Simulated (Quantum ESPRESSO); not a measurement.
# CdF2 (Fm-3m): the LO frequency by hand

How high does the longitudinal optical mode of CdF2 (Fm-3m) lie, given the transverse one, the Born charge and ε∞?

Program: Quantum ESPRESSO 8.0 development, patched. Level of theory: DFT LDA, scalar-relativistic, plane waves, PseudoDojo norm-conserving pseudopotentials. Results are calculated unless marked as measured.

### Step 1. The relaxed structure

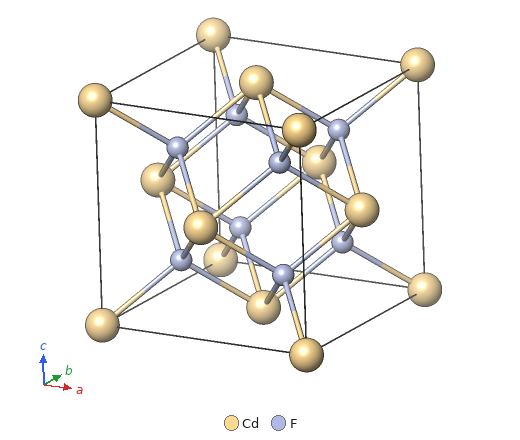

The cell as given, slightly off an axis (cadmium orange, fluorine light blue). This picture shows the conventional cell, with its axes. Some periodic images of atoms are drawn too.

Coordinates:

```
CELL_PARAMETERS angstrom
-2.64899 0.00000 2.64899
0.00000 2.64899 2.64899
-2.64899 2.64899 0.00000
ATOMIC_POSITIONS crystal
Cd 0.00000 0.00000 0.00000
F 0.75000 0.75000 0.75000
F 0.25000 0.25000 0.25000
```

This is the cell after its relaxation at this level of theory, not the database cell from which that began.

### Step 2. What the response run gave

A linear-response run on the relaxed cell, with the response to an electric field; only its zone-centre results are used. Cutoff 102 Ry, k mesh 8×8×8.

The log of the run:

```text
[banners, grids, parts of the stress and lines that vanish by symmetry left out]
Program PHONON v.8.0dev
     Dynamical matrices for q-points given in input
     (   1q-points):
[...]
Exchange-correlation= PW
                           (   1   4   0   0   0   0   0)
[...]
kinetic-energy cut-off    =     102.0000  Ry
     charge density cut-off    =     408.0000  Ry
     convergence threshold     =      1.0E-18
[...]
Exchange-correlation= PW
                           (   1   4   0   0   0   0   0)
[...]
q = (   0.0000000   0.0000000   0.0000000 )
     49 Sym.Ops. (with q -> -q+G )
     G cutoff =  517.9521  (  34957 G-vectors)     FFT grid: ( 45, 45, 45)
     number of k points=    29
[...]
Mode symmetry, O_h (m-3m)  point group:
[...]
Dielectric constant
[...]
End of electric fields calculation
          Dielectric constant in cartesian axis
          (       2.918572417      -0.000000000      -0.000000000 )
          (      -0.000000000       2.918572417       0.000000000 )
          (      -0.000000000       0.000000000       2.918572417 )
          Effective charges (d Force / dE) in cartesian axis without acoustic sum rule applied (asr)
           atom    1  Cd    Mean Z*:        2.45261
      Ex  (        2.45261       -0.00000       -0.00000 )
      Ey  (       -0.00000        2.45261       -0.00000 )
      Ez  (        0.00000        0.00000        2.45261 )
           atom    2  F     Mean Z*:       -1.22631
      Ex  (       -1.22631       -0.00000        0.00000 )
      Ey  (       -0.00000       -1.22631       -0.00000 )
      Ez  (        0.00000       -0.00000       -1.22631 )
           atom    3  F     Mean Z*:       -1.22631
      Ex  (       -1.22631        0.00000       -0.00000 )
      Ey  (       -0.00000       -1.22631       -0.00000 )
      Ez  (       -0.00000        0.00000       -1.22631 )
          Effective charges Sum: Mean:       -0.00001
[...]
Effective charges (d Force / dE) in cartesian axis with asr applied:
           atom    1  Cd    Mean Z*:        2.45261
[...]
atom    2  F     Mean Z*:       -1.22631
[...]
atom    3  F     Mean Z*:       -1.22631
[...]
Dielectric constant from finite-differences
          (       2.918905658      -0.000000000      -0.000000000 )
          (      -0.000000000       2.918905658       0.000000000 )
          (      -0.000000000       0.000000000       2.918905658 )
[...]
(      -0.000000000      -0.000000000      -0.000000000 )
          (       0.000000000       0.000000000      -0.000000000 )
[...]
(       0.000000000       0.000000000       0.000000000 )
          (       0.158416015       0.000000000      -0.000000000 )
          (       0.000000000       0.158416015       0.000000000 )
          (       0.158416015       0.000000000      -0.000000000 )
          (       0.000000000      -0.000000000       0.000000000 )
[...]
Representation #   1 modes #   1   2   3
[...]
End of self-consistent calculation
     Convergence has been achieved
     Representation #   2 modes #   4   5   6
[...]
End of self-consistent calculation
     Convergence has been achieved
     Representation #   3 modes #   7   8   9
[...]
End of self-consistent calculation
     Convergence has been achieved
[...]
Dielectric constant in cartesian axis
          (       2.918572417      -0.000000000      -0.000000000 )
          (      -0.000000000       2.918572417       0.000000000 )
          (      -0.000000000       0.000000000       2.918572417 )
          Effective charges (d Force / dE) in cartesian axis without acoustic sum rule applied (asr)
           atom    1  Cd    Mean Z*:        2.45261
      Ex  (        2.45261       -0.00000       -0.00000 )
      Ey  (       -0.00000        2.45261       -0.00000 )
      Ez  (        0.00000        0.00000        2.45261 )
           atom    2  F     Mean Z*:       -1.22631
      Ex  (       -1.22631       -0.00000        0.00000 )
      Ey  (       -0.00000       -1.22631       -0.00000 )
      Ez  (        0.00000       -0.00000       -1.22631 )
           atom    3  F     Mean Z*:       -1.22631
      Ex  (       -1.22631        0.00000       -0.00000 )
      Ey  (       -0.00000       -1.22631       -0.00000 )
      Ez  (       -0.00000        0.00000       -1.22631 )
          Effective charges Sum: Mean:       -0.00001
[...]
Effective charges (d Force / dE) in cartesian axis with asr applied:
           atom    1  Cd    Mean Z*:        2.45261
[...]
atom    2  F     Mean Z*:       -1.22631
[...]
atom    3  F     Mean Z*:       -1.22631
[...]
q = (    0.000000000   0.000000000   0.000000000 )
[...]
freq (    1) =      -0.029763 [THz] =      -0.992797 [cm-1]
     freq (    2) =      -0.029763 [THz] =      -0.992797 [cm-1]
     freq (    3) =      -0.029763 [THz] =      -0.992797 [cm-1]
     freq (    4) =       7.141446 [THz] =     238.212998 [cm-1]
     freq (    5) =       7.141446 [THz] =     238.212998 [cm-1]
     freq (    6) =       7.141446 [THz] =     238.212998 [cm-1]
     freq (    7) =       9.555097 [THz] =     318.723719 [cm-1]
     freq (    8) =       9.555097 [THz] =     318.723719 [cm-1]
     freq (    9) =       9.555097 [THz] =     318.723719 [cm-1]
[...]
Mode symmetry, O_h (m-3m)  point group:
     freq (   1-   3) =         -1.0  [cm-1]   --> T_1u G_15  G_4- I
     freq (   4-   6) =        238.2  [cm-1]   --> T_1u G_15  G_4- I
     freq (   7-   9) =        318.7  [cm-1]   --> T_2g G_25' G_5+ R

   JOB DONE.
```

| quantity | value |
| --- | --- |
| cell volume Ω (Å³) | 37.177 |
| mass of Cd (u) | 112.414 |
| mass of F (u) | 18.998 |
| Born charge of Cd, raw (e) | 2.453 |
| Born charge of F, raw (e) | -1.226 |
| ε∞ | 2.919 |
| ω(TO) after the sum rule (cm⁻¹) | 238.2 |

### Step 3. The calculation

The charges must sum to zero over the cell; taking off their mean, 0.000 e, leaves Z* = 2.453 e on Cd. In the polar mode Cd moves against the two F, so the reduced mass is μ = 112.41 × 38.00 / 150.41 = 28.398 u.

A longitudinal wave builds up a field that adds to the restoring force: ω(LO)² = ω(TO)² + 4π Z*² / (μ Ω ε∞), in Hartree atomic units. With μ = 51766 electron masses and Ω = 250.88 bohr³ the second term is 1.9942e-06 Ha², or 96059 cm⁻² (1 Ha = 219474.6 cm⁻¹).

So ω(LO) = √(56744 + 96059) = 390.9 cm⁻¹, and by the Lyddane-Sachs-Teller relation ε₀ = ε∞ (ω(LO)/ω(TO))² = 7.86.

### Step 4. Check against the program

The analysis program adds the same non-analytic term to the full matrix, here for q along (1 0 0).

The log of the run:

```text
[banners, grids, parts of the stress and lines that vanish by symmetry left out]
[banner, memory and clock lines left out]
Program DYNMAT v.8.0dev

     Reading Dynamical Matrix from file g.dyn
     ...Force constants read
     ...epsilon and Z* read
     ...Raman cross sections read

     Polarizability (A^3 units)
     multiply by 0.609933 for Clausius-Mossotti correction (not under assume_isolated = 'mt')
         5.675975   -0.000000   -0.000000
        -0.000000    5.675975    0.000000
        -0.000000    0.000000    5.675975

     IR activities are in (D/A)^2/amu units
     Raman activities are in A^4/amu units
     multiply Raman by 0.138398 for Clausius-Mossotti correction (not under assume_isolated = 'mt')

# mode   [cm-1]    [THz]      IR          Raman   depol.fact
    1     -0.00   -0.0000    0.0000         0.0000    0.4597
    2     -0.00   -0.0000    0.0000         0.0000    0.5616
[...]
8    318.72    9.5551    0.0000         1.7340    0.7500
    9    390.91   11.7191    4.8870         0.0000    0.7499

[end of the log left out, with the tail of the file of modes that dynmat.x writes under the same name]
```

ε₀ comes from the program's run without a direction of q.

| quantity | by hand | program |
| --- | --- | --- |
| ω(LO) (cm⁻¹) | 390.9 | 390.9 |
| ε₀ | 7.86 | 7.86 |

### Step 5. Outcome

| Property | Result |
| --- | --- |
| TO mode | 238.2 cm⁻¹ |
| LO mode | 390.9 cm⁻¹ |
| static dielectric constant | 7.859 |

What this shows: The LO mode of CdF2 (Fm-3m) lies at 391 cm⁻¹, 153 cm⁻¹ above the TO mode; the formula meets the program within 0.1 cm⁻¹, as it must for a cubic crystal with one polar mode. ω(LO)² − ω(TO)² goes with Z*²/ε∞: an error of 5 % in ε∞ would move the LO mode by 5.9 cm⁻¹, and semilocal functionals tend to overestimate ε∞. These are harmonic values at zero temperature, at the volume of this functional, for the structure held cubic; stability elsewhere in the zone is no part of this calculation.

[Host names and launcher messages were left out of these logs when they were recorded.]

[Logs are printed without paths, hosts, clocks, repeated set-up lines and the standing remarks that a program may print on its own settings, such as how far it seeks lower states.]

[Hosts, paths, dates, database ids (printed as entryN), source tags and the programs' standing remarks are cut or masked in the printed files.]
